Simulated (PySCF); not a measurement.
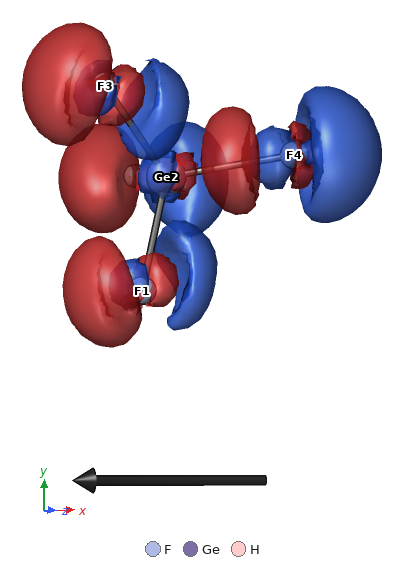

Figure. F3GeH, SMILES `F[GeH](F)F`. Change of the electron density in a uniform field of 0.21 V/Å along −x (arrow), surfaces at ±0.0015 e/Å³ (blue: gain, red: loss).

Computed with PySCF, ωB97X/def2-TZVP, geometry: GFN2-xTB. No frequency check shows the geometry to be a minimum. A basis without diffuse functions makes polarisabilities too small. GFN2-xTB bond lengths at metals and heavier atoms can be off by up to 0.1 Å and shapes distorted, which carries into these values.

The field was applied in both directions; the picture shows the one opposite to the script's first.

Q: What dipole is induced, and what polarisability does it imply?

A: The induced dipole is 0.25 D (along the field); α along this axis, from the fields in both directions, is 24 bohr³ (3.6 Å³).
